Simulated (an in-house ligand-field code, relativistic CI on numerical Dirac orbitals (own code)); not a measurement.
**d8 in a ligand field: terms for several parameter sets**

Aim: the terms of a d8 shell from Racah B and C and the field, by exact diagonalisation.

Program: an in-house ligand-field code version 1. Level of theory: parametric ligand-field model of a d^n configuration (Racah B and C, spin-orbit zeta, crystal field), exact diagonalisation. These are calculated values, not measurements, unless marked.

## Step 1: The atom as given

```
shell        : d8
set 1 (cm⁻¹) : B = 900, C = 4360, D4h, 10Dq = 9350, Ds = -1350, Dt = 620
set 2 (cm⁻¹) : B = 670, C = 2940, D3d, 10Dq = 14250, Dsigma = -1200, Dtau = -170
set 3 (cm⁻¹) : B = 510, C = 2190, D3d, 10Dq = 60800, Dsigma = -560, Dtau = 300
set 4 (cm⁻¹) : B = 790, C = 3320, Td, 10Dq = -11400
set 5 (cm⁻¹) : B = 770, C = 3650, Td, 10Dq = -20850
set 6 (cm⁻¹) : B = 1120, C = 5250, D4h, 10Dq = 25150, Ds = 3000, Dt = -310
set 7 (cm⁻¹) : B = 970, C = 3950, Oh, 10Dq = 7000
set 8 (cm⁻¹) : B = 600, C = 2530, Td, 10Dq = -21800
```

## Step 2: Set 1

Settings, as recorded:

```ini
n = 8
racah_B = 900  # cm-1
racah_C = 4360  # cm-1
zeta = 0  # cm-1
symmetry = D4h
field = {"10Dq": 9350, "Ds": -1350, "Dt": 620}  # cm-1
```

## Step 3: Set 2

Settings, as recorded:

```ini
n = 8
racah_B = 670  # cm-1
racah_C = 2940  # cm-1
zeta = 0  # cm-1
symmetry = D3d
field = {"10Dq": 14250, "Dsigma": -1200, "Dtau": -170}  # cm-1
```

## Step 4: Set 3

Settings, as recorded:

```ini
n = 8
racah_B = 510  # cm-1
racah_C = 2190  # cm-1
zeta = 0  # cm-1
symmetry = D3d
field = {"10Dq": 60800, "Dsigma": -560, "Dtau": 300}  # cm-1
```

## Step 5: Set 4

Settings, as recorded:

```ini
n = 8
racah_B = 790  # cm-1
racah_C = 3320  # cm-1
zeta = 0  # cm-1
symmetry = Td
field = {"10Dq": -11400}  # cm-1
```

## Step 6: Set 5

Settings, as recorded:

```ini
n = 8
racah_B = 770  # cm-1
racah_C = 3650  # cm-1
zeta = 0  # cm-1
symmetry = Td
field = {"10Dq": -20850}  # cm-1
```

## Step 7: Set 6

Settings, as recorded:

```ini
n = 8
racah_B = 1120  # cm-1
racah_C = 5250  # cm-1
zeta = 0  # cm-1
symmetry = D4h
field = {"10Dq": 25150, "Ds": 3000, "Dt": -310}  # cm-1
```

## Step 8: Set 7

Settings, as recorded:

```ini
n = 8
racah_B = 970  # cm-1
racah_C = 3950  # cm-1
zeta = 0  # cm-1
symmetry = Oh
field = {"10Dq": 7000}  # cm-1
```

## Step 9: Set 8

Settings, as recorded:

```ini
n = 8
racah_B = 600  # cm-1
racah_C = 2530  # cm-1
zeta = 0  # cm-1
symmetry = Td
field = {"10Dq": -21800}  # cm-1
```

(Steps that only read results are left out.)

**Question.** What will these runs give? Wanted: lowest terms.

As calculated:

| set | 10Dq/B (size) | lowest | S | electrons in z² and x²-y² | first level of the same spin (cm⁻¹) |
| --- | --- | --- | --- | --- | --- |
| 1: D4h | 10.4 | 3B1 | 1.00 | 2.00 | 3E 3793 |
| 2: D3d | 21.3 | 3A2 | 1.00 | 2.01 | 3E 12305 |
| 3: D3d | 119.2 | 3A2 | 1.00 | 2.00 | 3A1 61926 |
| 4: Td | 14.4 | 3T1 | 1.00 | 3.95 | 3T2 10173 |
| 5: Td | 27.1 | 3T1 | 1.00 | 3.97 | 3T2 19288 |
| 6: D4h | 22.5 | 3B1 | 1.00 | 2.00 | 3B2 25150 |
| 7: Oh | 7.2 | 3A2 | 1.00 | 2.00 | 3T2 7000 |
| 8: Td | 36.3 | 3T1 | 1.00 | 3.98 | 3T2 20468 |

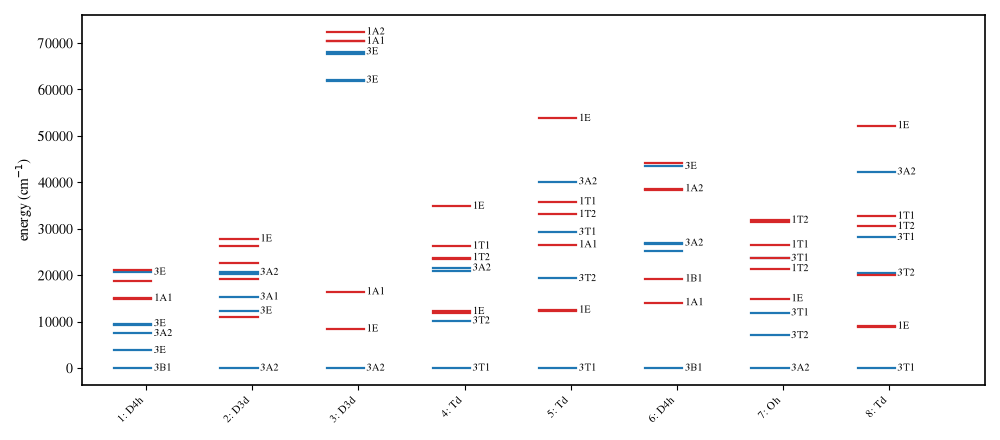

The lowest levels of each set; blue lies within 0.3 of the lowest level's S, red farther.

| quantity | value |
| --- | --- |
| lowest terms | 1: 3B1, 2: 3A2, 3: 3A2, 4: 3T1, 5: 3T1, 6: 3B1, 7: 3A2, 8: 3T1 |

In words: 8 of 8 sets have the highest spin that their shell allows, S = 1. A negative 10Dq stands for a tetrahedral field. B, C and the field are free parameters here, not those of a compound.
